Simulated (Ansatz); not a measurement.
C$_{2}$H$_{5}$F$_{2}$NOSe (SMILES NC(O)(F)[Se]CF)

```xyz
12

N    -0.0741   -0.8417    1.2926
C     0.8158   -0.3132    0.3404
O     2.0953   -0.1911    0.8166
F     0.8182   -1.1593   -0.7309
Se    0.1899    1.4748   -0.2672
C    -1.4135    0.8155   -1.1393
F    -1.2063    0.4301   -2.4229
H     0.2293   -1.7752    1.5713
H    -0.1260   -0.2409    2.1102
H     2.6573    0.1471    0.1058
H    -2.1490    1.6350   -1.1102
H    -1.7599   -0.0363   -0.5326
```

These are results of Ansatz, RKS PBE0-D4/def2-SVP, not measurements.

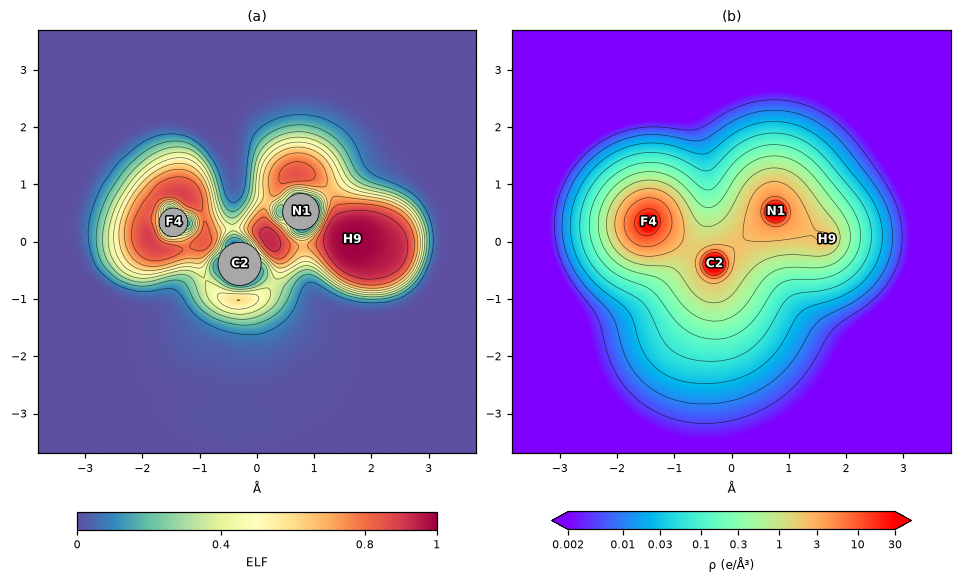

Figure 1. (a) electron localisation function; (b) electron density on the plane of atoms C2, N1 and H9. Grey discs cover the atomic cores in the ELF map.

What do the fields say about this system?

- The plane passes through N, C, F and H nuclei.
- C–F (1.37 Å): ρ is about 2.2 e/Å³ halfway, with its minimum of 1.7 e/Å³ about 0.5 Å from C; the ELF peaks at about 0.85 between the atoms, as expected for a shared but strongly polarised pair.
- C–N (1.41 Å): the density is about 2.2 e/Å³ at the midpoint; the ELF peaks at about 0.95 between the atoms: localised, covalent bonding.
- N–H (1.02 Å): ρ is about 2.8 e/Å³ halfway; the ELF climbs to about 1 towards the hydrogen, as it does in any bond to H: a covalent bond by its length.
- The ELF also peaks beside F4, away from the bonds: lone-pair regions.

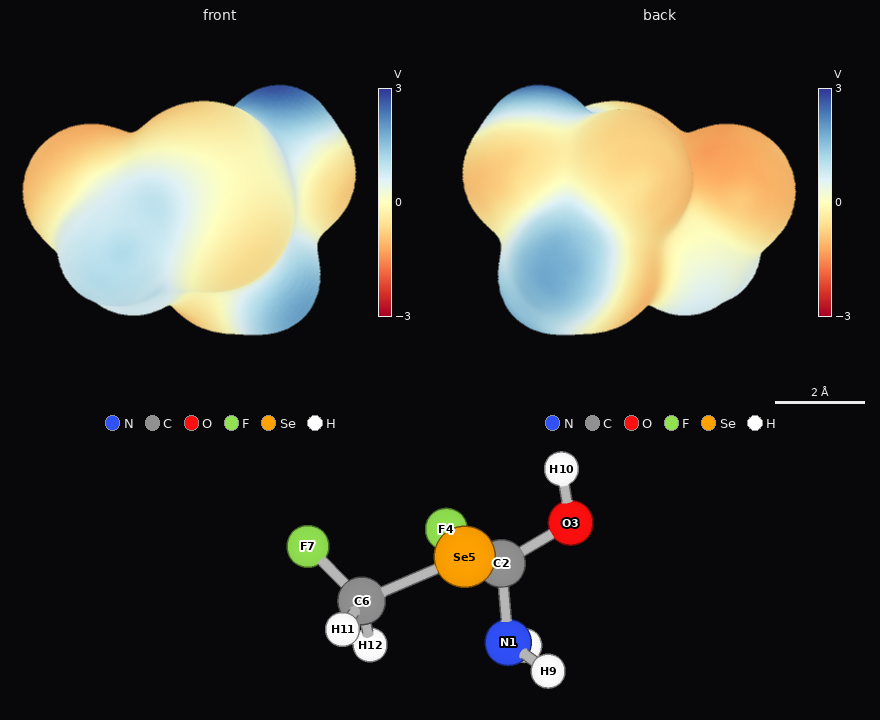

Figure 2. The molecular electrostatic potential painted on the density surface at 0.002 e/bohr³, seen from the front and from behind; red is negative and blue positive. The bare structure is drawn below in the same view.

Where is the surface potential most negative and most positive?

The most negative region (about −1.3 V) lies over F7, the most positive (about +2.6 V) over H10.

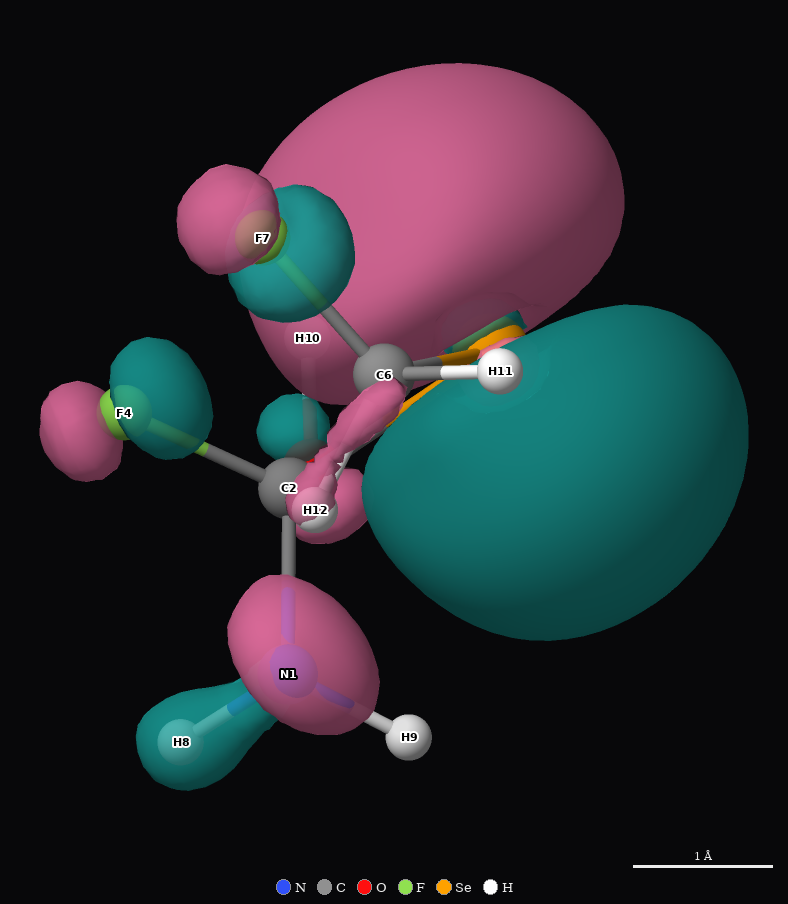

Figure 3. The HOMO at ±0.08 Å⁻³ᐟ² (teal and pink are the two phases), seen at an oblique angle.

Where does this orbital lie, and at what energy?

By Hirshfeld shares it lies mainly on Se5 (about 85 %); largely a lone pair of Se5. Its energy is −6.85 eV.
